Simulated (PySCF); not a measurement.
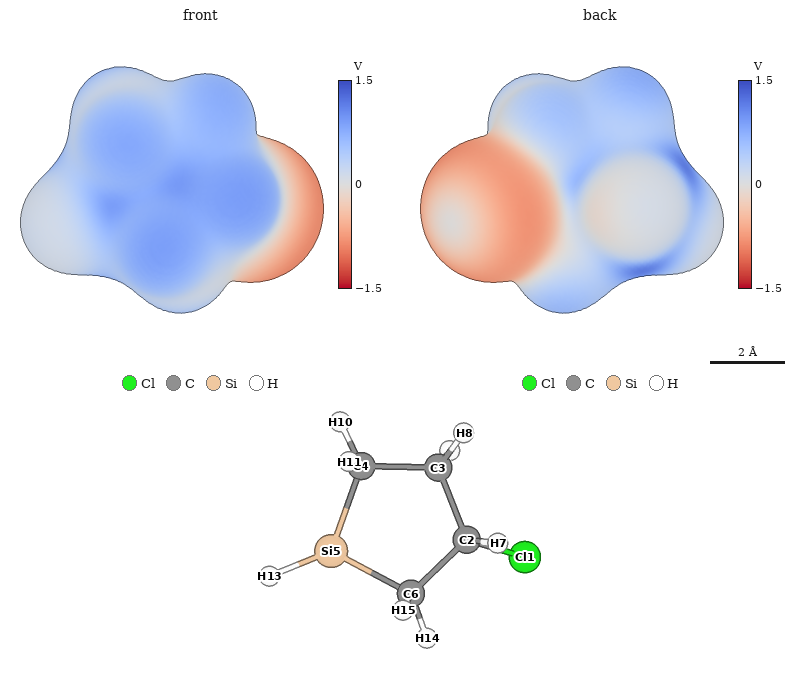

The picture shows: C$_{4}$H$_{9}$ClSi (SMILES Cl[C@H]1CC[SiH2]C1). The molecular electrostatic potential painted on the density surface at 0.002 e/bohr³, seen from the front and from behind; the colour scale runs from red (negative) to blue (positive). The bare structure is drawn below in the same view.

Geometry: GFN2-xTB, coordinate held.

All numbers below come from BP86/pcSseg-1, SCF density, gas phase, non-relativistic in PySCF 2.14.0.

```yaml
atoms:
  - { symbol: Cl, position_ang: [-1.7006, 1.9088, -0.9517] }
  - { symbol: C, position_ang: [-0.8549, 0.9236, 0.2920] }
  - { symbol: C, position_ang: [-1.1798, -0.5629, 0.0560] }
  - { symbol: C, position_ang: [0.0807, -1.4288, 0.1282] }
  - { symbol: Si, position_ang: [1.4612, -0.3163, -0.5590] }
  - { symbol: C, position_ang: [0.6476, 1.2101, 0.2370] }
  - { symbol: H, position_ang: [-1.2773, 1.2679, 1.2391] }
  - { symbol: H, position_ang: [-1.9338, -0.8993, 0.7704] }
  - { symbol: H, position_ang: [-1.6096, -0.6665, -0.9414] }
  - { symbol: H, position_ang: [-0.0768, -2.3613, -0.4085] }
  - { symbol: H, position_ang: [0.2964, -1.6927, 1.1647] }
  - { symbol: H, position_ang: [1.4880, -0.2636, -2.0210] }
  - { symbol: H, position_ang: [2.7867, -0.6031, -0.0103] }
  - { symbol: H, position_ang: [0.8380, 2.1457, -0.2832] }
  - { symbol: H, position_ang: [1.0184, 1.3429, 1.2542] }
```

Describe the electrostatic potential map.

Answer. The most negative region (about −0.8 V, or −18 kcal/mol for a unit charge) lies over Cl1, the most positive (about +1.1 V, or +25 kcal/mol for a unit charge) over Si5.
